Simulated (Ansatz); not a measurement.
**BH4NO: two geometries relaxed**

All numbers below are computed with Ansatz 0.2.0 (RKS PBE/def2-SVP).

## Step 1: The starting structure

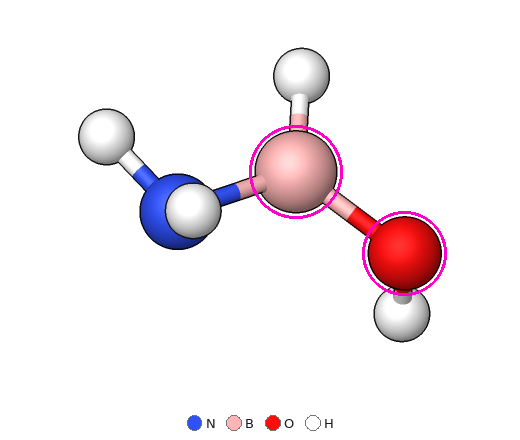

The starting structure, seen from a free direction (nitrogen blue, boron pink, oxygen red, hydrogen white). Ringed: B2, O3.

As a file:

```xyz
7

N    -0.7524    0.0958   -0.7484
B     0.2339    0.1501    0.3507
O     1.0367   -1.0224    0.5726
H    -1.4247   -0.5866   -0.5203
H    -1.3004    1.0494   -0.7444
H     0.3755    1.1291    1.0261
H     1.8927   -0.8834    0.0180
```

## Step 2: End point A

Contents of input.yaml:

```yaml
crystal:
  periodic: [false, false, false]
  atoms:
    - { symbol: "N", position_ang: [-0.7524, 0.0958, -0.7484] }
    - { symbol: B, position_ang: [0.2339, 0.1501, 0.3507] }
    - { symbol: O, position_ang: [1.0367, -1.0224, 0.5726] }
    - { symbol: H, position_ang: [-1.4247, -0.5866, -0.5203] }
    - { symbol: H, position_ang: [-1.3004, 1.0494, -0.7444] }
    - { symbol: H, position_ang: [0.3755, 1.1291, 1.0261] }
    - { symbol: H, position_ang: [1.8927, -0.8834, 0.018] }
basis:
  gaussian: { orbitals: def2-SVP }
hamiltonian:
  xc: pbe
relax:
  f_tol: 0.015
  max_steps: 40
output:
  orbitals: {}
```

Command:

```bash
ansatz run input.yaml --threads 1 --pin off --max-ram 2048MiB --backend cpu --events-out ev --progress --plain --runs-dir out
```

Q: Estimate wall time and peak memory on 1 thread of Intel Xeon at 2.50GHz (Skylake/Cascade Lake), shared host.

About 28 s, with a peak of 0.13 GiB.
